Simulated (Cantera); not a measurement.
Charge: 1 mol MgO, 4.3 mol SO₃, 0.041 mol H₂O, at 203 Torr.

Cantera equilibrium calculation (NASA polynomials, part measured and part estimated; ideal gas, pure solids and liquids). Candidate condensed phases: H₂O, H₂SO₄, Mg, MgO, Mg(OH)₂, MgS, MgSO₄, S; 26 gas species. Rates play no part.

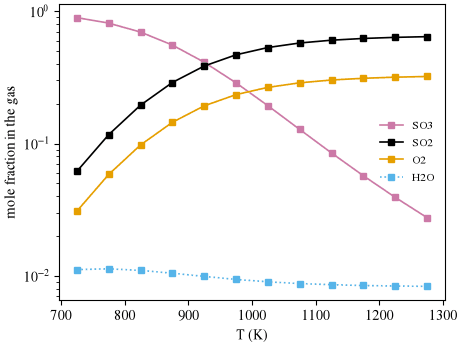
Figure. Equilibrium gas composition (values under 1e-9 drawn at 1e-9)

Task: Read off the mole fractions at 1125 K.

Result: SO₂ about 0.60, O₂ about 0.30, SO₃ about 0.085, H₂O about 0.0086.
